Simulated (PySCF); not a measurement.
C2H11FSSi3

Input file:

```
{"job": {"kind": "nmr", "xc": "PBE0", "basis": "pcSseg-1"}, "charge": 0, "multiplicity": 1}
C     -2.966707    -0.781877    -0.211583
C     -1.552846    -0.487842     0.243280
F     -0.759429    -1.620879     0.001949
Si    -0.719466     1.003482    -0.649761
Si     1.543545     0.489911    -0.588900
Si     2.426281    -0.630443     1.260612
S      2.484442     2.454383    -0.808658
H     -3.379365    -1.640132     0.316458
H     -3.590752     0.086102    -0.019185
H     -2.978432    -0.994874    -1.277781
H     -1.530237    -0.369033     1.332544
H     -1.174661     2.194508     0.079661
H     -1.333561     1.091977    -1.982188
H      1.946102    -0.155060    -1.852363
H      1.815242    -0.139435     2.499967
H      2.157687    -2.059932     1.143902
H      3.875801    -0.447927     1.405125
H      3.727596     2.013390    -0.904735
```

Run with:

```sh
OMP_NUM_THREADS=1 python probes_run.py task.json out
```

Geometry: GFN2-xTB.

All numbers below come from PySCF, PBE0/pcSseg-1, SCF density, gas phase, non-relativistic.

**Predict the electron density and electron localisation function between the atoms.**

C–F (1.40 Å): the density is about 1.9 e/Å³ at the midpoint, with its minimum of 1.5 e/Å³ about 0.5 Å from C; the ELF peaks at about 0.80 between the atoms, as expected for a shared but strongly polarised pair.
C–C (1.51 Å): the density is about 1.7 e/Å³ at the midpoint; the ELF peaks at about 0.95 between the atoms (a shared electron pair).
C–H (1.09 Å): ρ is about 2 e/Å³ halfway; the ELF climbs to about 1 towards the hydrogen, as it does in any bond to H: a covalent bond by its length.

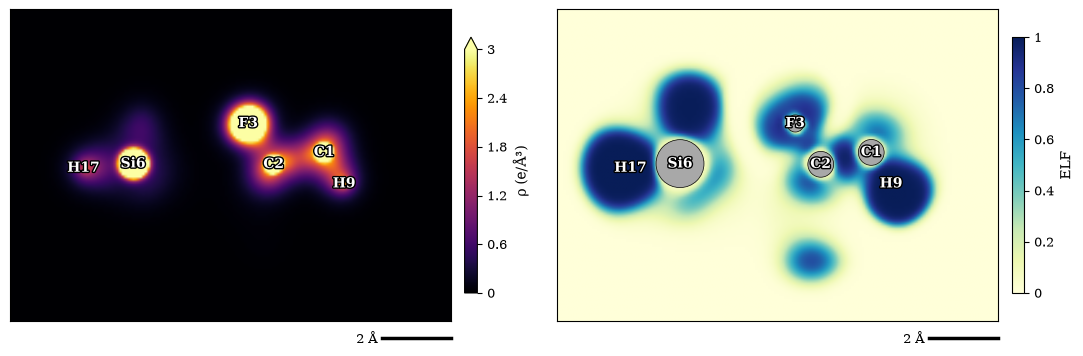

Computed electron density and electron localisation function on the plane of atoms C2, C1 and H9, in this order. Grey discs cover the atomic cores in the ELF map. 
